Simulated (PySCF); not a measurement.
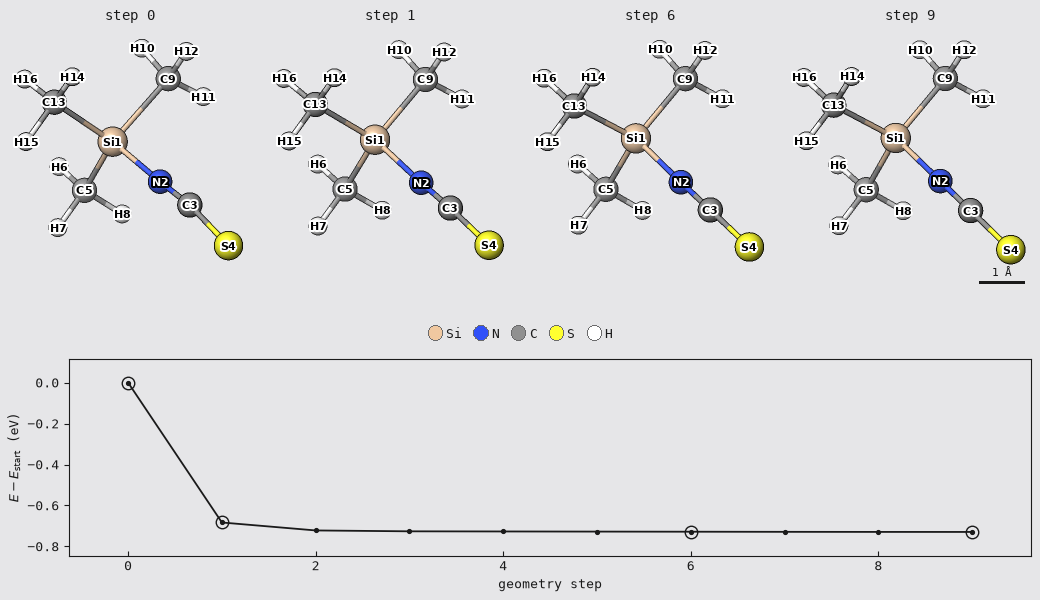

Frames of a relaxation of C4H9NSSi, marked on the history of the run. The picture is a ball-and-stick view, seen from a free direction.

The start comes from GFN2-xTB. Its atoms were then displaced at random by about 0.03 Å.

All numbers below come from PBE0-D3(BJ)/def2-SVP geometry optimisation, gas phase in PySCF 2.14.0, density-fitted response routines. 

**What happens along the run?**

The largest move after the best rigid fit is that of C3, 0.13 Å. By element the largest moves are C 0.13 Å, Si 0.11 Å, S 0.10 Å, H 0.10 Å, N 0.07 Å. Near-neighbour distances that change, for instance: Si1–C9 2.000 → 1.870 Å, C13–H15 1.181 → 1.101 Å, C13–H16 1.034 → 1.102 Å, C9–H11 1.046 → 1.101 Å. Among the angles between lasting bonds that change: N2–C3–S4 170.5° → 180.0°, Si1–N2–C3 172.0° → 179.8°, H14–C13–H16 115.2° → 108.2°. The energy falls by 0.729 eV in 9 geometry steps. The run took 50 s on 1 thread of AMD EPYC 9R45 96-Core Processor, with other jobs on the host. From step 0 to 1: S4 moves most (0.10 Å), energy −0.683 eV. From step 1 to 6: H atoms move most (0.05 Å), energy −0.045 eV. From step 6 to 9: S4 moves most (0.10 Å), energy −0.001 eV.

| step | E − E(0), eV |
| --- | --- |
| 0 | 0.0000 |
| 1 | -0.6830 |
| 2 | -0.7219 |
| 3 | -0.7262 |
| 4 | -0.7268 |
| 5 | -0.7275 |
| 6 | -0.7281 |
| 7 | -0.7287 |
| 8 | -0.7291 |
| 9 | -0.7292 |
